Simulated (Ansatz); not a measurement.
The starting structures come from a database of crystals and need not be the phases stable at ambient conditions.

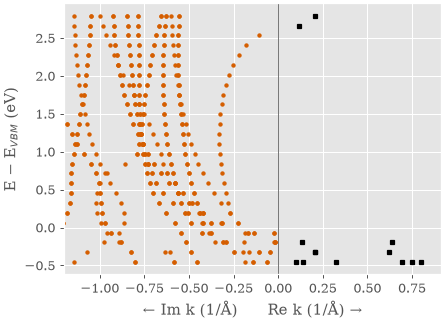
Complex bands at the centre of the two-dimensional zone; PBEsol (Ansatz, a quantum-chemistry and plane-wave program)

No gap correction and no spin-orbit coupling; mid-gap values are interpolated between computed energies.

Problem. This is Li$_{8}$PbO$_{6}$ (R-3, not sure to be the ambient phase, 15 atoms a cell, 9.1 Å³ an atom) along the normal of (110). Read off the slowest decay at the centre of the two-dimensional zone at 1.24 eV, the computed energy nearest the middle of the gap.

Solution. κ ≈ 0.33 1/Å, a decay length 1/(2κ) of the density of 1.5 Å.
